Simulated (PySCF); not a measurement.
The calculation's input:

```
{"job": {"kind": "nmr", "xc": "PBE0", "basis": "pcSseg-1"}, "charge": 0, "multiplicity": 1}
C     -1.249700    -2.044659     0.441886
C     -1.361170    -0.600496     0.065666
O     -2.428101     0.000427    -0.030563
N     -0.266171     0.126946    -0.204559
Si    -0.866136     1.730995    -0.671988
C     -1.549453     2.543160     0.861160
N     -1.933740     3.058812     1.808179
C      1.061062    -0.380522    -0.151102
C      2.165576     0.482604     0.373449
C      1.692080    -0.687821     1.178770
H     -2.244967    -2.474546     0.513861
H     -0.743664    -2.138538     1.400794
H     -0.667730    -2.582424    -0.304170
H      0.378492     2.447098    -0.983539
H     -1.766374     1.712985    -1.809545
H      1.302060    -1.043625    -0.979246
H      3.127042     0.428947    -0.113281
H      1.905924     1.465737     0.732396
H      2.322318    -1.560108     1.259214
H      1.117505    -0.474294     2.067159
```

Run with:

```sh
OMP_NUM_THREADS=1 python probes_run.py task.json out
```

Geometry: GFN2-xTB.

Computed with PySCF 2.14.0, PBE0/pcSseg-1, SCF density, gas phase, non-relativistic.

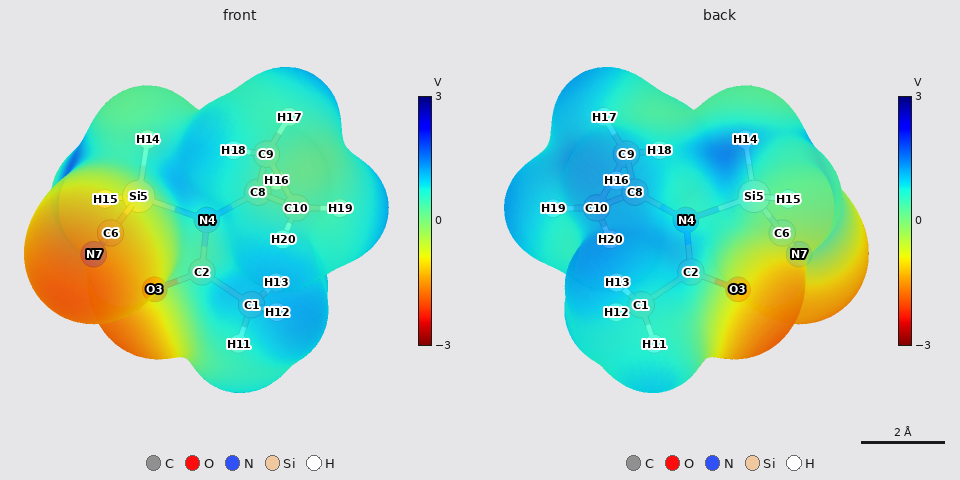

C6H10N2OSi. The molecular electrostatic potential painted on the density surface at 0.002 e/bohr³, seen from the front and from behind; the colour scale runs from red (negative) to blue (positive).

Describe the electrostatic potential map.

The most negative region (about −2.0 V) lies over N7, the most positive (about +1.5 V) over Si5. N7 is the likeliest acceptor of a hydrogen bond.

How polar is the molecule by this calculation?

Its dipole moment is 6.46 D.
